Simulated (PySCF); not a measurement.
**InH2 (SMILES [InH2]) at FCI/ccECP-cc-pVDZ (core potential)**

Aim: the vertical ionisation energy of InH2 at FCI/ccECP-cc-pVDZ (core potential), from 2 runs. Input form: a Python script.

The calculation is run with PySCF 2.14.0.

4 further runs of the same task are left out: 4 set aside as unsound or not needed.

### Step 1. The molecule

InH2 has 3 atoms, charge 0, and is taken as a doublet. As SMILES, `[InH2]`. Geometry: relaxed at PBE0-D4/def2-TZVP.

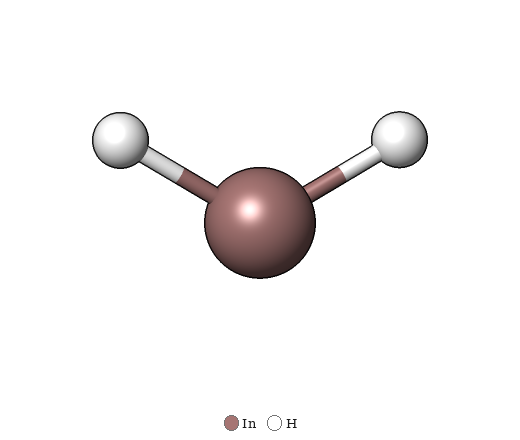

Viewed from a chosen angle; indium brown, hydrogen white.

### Step 2. The energy at FCI/ccECP-cc-pVDZ (core potential)

Input file job.py:

```python
# [InH2]
from pyscf import gto, mcscf

molecule = gto.M(
    atom='In 0.384600 -0.425400 0.149800; H 0.691300 1.265400 0.521600; H -1.086900 -0.904800 -0.684700',
    spin=1,
    max_memory=1860,
    verbose=3,
    charge=0,
    basis='ccecp-cc-pvdz',
    ecp='ccecp',
)

hf = molecule.ROHF()
hf.conv_tol = 1e-10
hf.kernel()
if not hf.converged:
    hf = hf.newton().run(hf.mo_coeff, hf.mo_occ)

cas = mcscf.CASCI(hf, hf.mo_coeff.shape[-1] - 0, (molecule.nelec[0] - 0, molecule.nelec[1] - 0))  # full CI above the frozen core
cas.fix_spin_(ss=0.75)
cas.kernel()
e_final = cas.e_tot
print(f'total energy: {e_final:.8f} hartree')
```

Started as:

```console
$ OMP_NUM_THREADS=1 python job.py
```

Standard output:

```text
converged SCF energy = -2.95352132799443
CASCI E = -3.02667284767948  E(CI) = -5.00579220038387  S^2 = 0.7500000
total energy: -3.02667285 hartree
```

Wall time 85 s (1 thread of Arm Neoverse V1, shared host); peak memory 0.21 GiB.

### Step 3. The singlet cation, same level

Input file input.py:

```python
from pyscf import gto, scf, mcscf
from pyscf import fci

system = gto.M(
    atom='In 0.384600 -0.425400 0.149800; H 0.691300 1.265400 0.521600; H -1.086900 -0.904800 -0.684700',
    charge=1,
    basis='ccecp-cc-pvdz',
    max_memory=1860,
    ecp='ccecp',
    verbose=3,
)

myscf = scf.RHF(system)
myscf.conv_tol = 1e-10
myscf.kernel()
if not myscf.converged:
    myscf = myscf.newton().run(myscf.mo_coeff, myscf.mo_occ)

cas = mcscf.CASCI(myscf, myscf.mo_coeff.shape[-1] - 0, (system.nelec[0] - 0, system.nelec[1] - 0))  # full CI above the frozen core
cas.fcisolver = fci.direct_spin0.FCI(system)  # even spin states alone
cas.kernel()
print('<S^2> = %.4f' % cas.fcisolver.spin_square(cas.ci, cas.ncas, cas.nelecas)[0])
e_final = cas.e_tot
print(f'total energy: {e_final:.8f} hartree')
```

Started as:

```console
$ OMP_NUM_THREADS=1 python input.py
```

Standard output:

```text
converged SCF energy = -2.68759428578669
CASCI E = -2.75792000940089  E(CI) = -4.73703936210529  S^2 = 0.0000000
<S^2> = 0.0000
total energy: -2.75792001 hartree
```

Wall time 7.5 s (1 thread of Arm Neoverse V1, shared host); peak memory 0.13 GiB.

### Step 4. What came out

Level: FCI/ccECP-cc-pVDZ (core potential).

| quantity | value |
| --- | --- |
| doublet InH2: total energy | -3.02667 Eh |
| doublet InH2: dipole moment (Hartree–Fock density) | 0.07 D |
| doublet InH2: correlation energy | -73.2 mEh |
| singlet cation: total energy | -2.75792 Eh |
| singlet cation: HOMO energy (Hartree–Fock orbitals) | -17.30 eV |
| singlet cation: LUMO energy (Hartree–Fock orbitals) | -6.98 eV |
| singlet cation: HOMO–LUMO gap (Hartree–Fock orbitals) | 10.32 eV |
| singlet cation: correlation energy | -70.3 mEh |
| vertical ionisation energy (to the singlet cation) | 7.313 eV |

What this shows: Removing an electron at fixed nuclei costs 7.31 eV (706 kJ/mol). Only the singlet of the ionised species was computed; a triplet could lie lower. Mulliken charges (doublet InH2) of the mean-field density run from -0.08 on H3 to +0.17 on In1.
